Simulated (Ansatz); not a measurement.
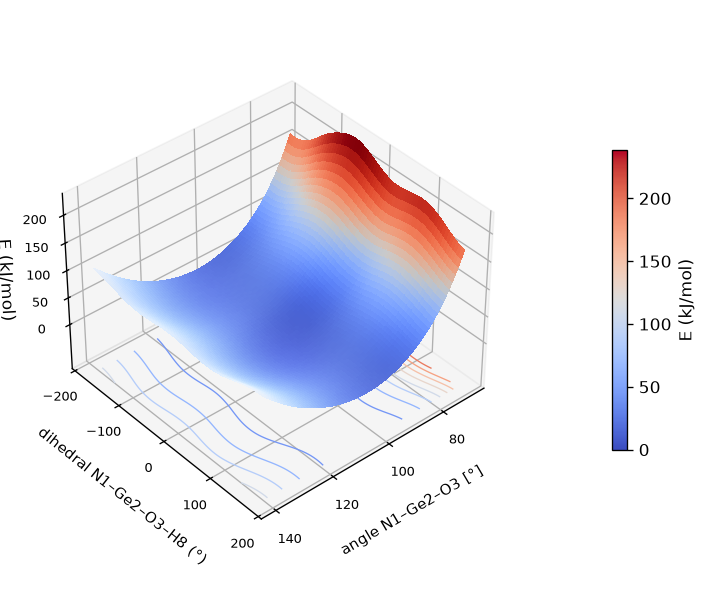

Energy landscape of GeH₅NO, SMILES [NH2][GeH2][OH]. The first coordinate is: angle N1–Ge2–O3; the second: dihedral N1–Ge2–O3–H8. Nothing is relaxed (all other coordinates rigid). The scan uses a 9 × 10 grid. Energies: kJ/mol, counted from the lowest grid point. Level of theory: Ansatz, RKS PBE0-D4/def2-TZVP.

In the figure: a relief with its contours projected below. Between grid points the surface is interpolated. 

> Summarise what can be read from the map.

The lowest grid point is at angle N1–Ge2–O3 = 104.9°, dihedral N1–Ge2–O3–H8 = 36°. A higher local minimum lies near angle N1–Ge2–O3 = 104.9°, dihedral N1–Ge2–O3–H8 = −144° (5 kJ/mol above the lowest at that grid point). The highest grid point, angle N1–Ge2–O3 = 69.9°, dihedral N1–Ge2–O3–H8 = −36°, lies 238 kJ/mol above the lowest. On the interpolated surface the easiest way out of the lowest well to the well at angle N1–Ge2–O3 = 104.9°, dihedral N1–Ge2–O3–H8 = −144° passes a barrier of about 9.1 kJ/mol. Round the minimum the valley is somewhat tilted: raising angle N1–Ge2–O3 shifts the best value of dihedral N1–Ge2–O3–H8 upwards (coupling k₁₂/√(k₁₁k₂₂) about −0.2).

The values on the grid:

| dihedral N1–Ge2–O3–H8 ↓, angle N1–Ge2–O3 → | 69.9 | 78.6 | 87.4 | 96.1 | 104.9 | 113.6 | 122.4 | 131.1 | 139.9 |
| --- | --- | --- | --- | --- | --- | --- | --- | --- | --- |
| 144 | 189 | 95 | 43 | 17 | 9 | 14 | 33 | 62 | 103 |
| 108 | 208 | 106 | 49 | 19 | 7 | 10 | 26 | 53 | 92 |
| 72 | 208 | 104 | 45 | 15 | 3 | 5 | 20 | 47 | 85 |
| 36 | 205 | 97 | 39 | 10 | 0 | 4 | 21 | 48 | 88 |
| 0 | 221 | 104 | 43 | 14 | 4 | 8 | 25 | 53 | 92 |
| −36 | 238 | 119 | 55 | 22 | 9 | 12 | 27 | 54 | 92 |
| −72 | 231 | 120 | 57 | 24 | 10 | 11 | 25 | 51 | 89 |
| −108 | 207 | 106 | 49 | 19 | 7 | 10 | 26 | 53 | 91 |
| −144 | 177 | 87 | 37 | 13 | 5 | 11 | 30 | 59 | 101 |
| −180 | 169 | 83 | 35 | 13 | 7 | 14 | 34 | 65 | 107 |

The input of one point:

```yaml
crystal:
  periodic: [false, false, false]
  atoms:
    - { symbol: "N", position_ang: [-1.053747, 0.508481, -0.767785] }
    - { symbol: Ge, position_ang: [0.486119, 0.0596, 0.088962] }
    - { symbol: O, position_ang: [0.288073, -1.656774, 0.517111] }
    - { symbol: H, position_ang: [-1.865024, 0.68126, -0.194207] }
    - { symbol: H, position_ang: [-0.970717, 1.219198, -1.478292] }
    - { symbol: H, position_ang: [0.758003, 0.813844, 1.413592] }
    - { symbol: H, position_ang: [1.630762, 0.250531, -0.921046] }
    - { symbol: H, position_ang: [-0.189975, -2.143754, -0.15705] }
basis:
  gaussian: { orbitals: def2-TZVP }
hamiltonian:
  xc: pbe0
  dispersion: d4
output:
  forces: true
```

Each point was launched as `ansatz run input.yaml --threads 1 --pin off --max-ram 2560MiB --backend cpu --events-out ev --progress --plain --runs-dir out`. The whole map (90 points run) took 8.4 min on 1 thread of Arm Neoverse V2 (shared host).
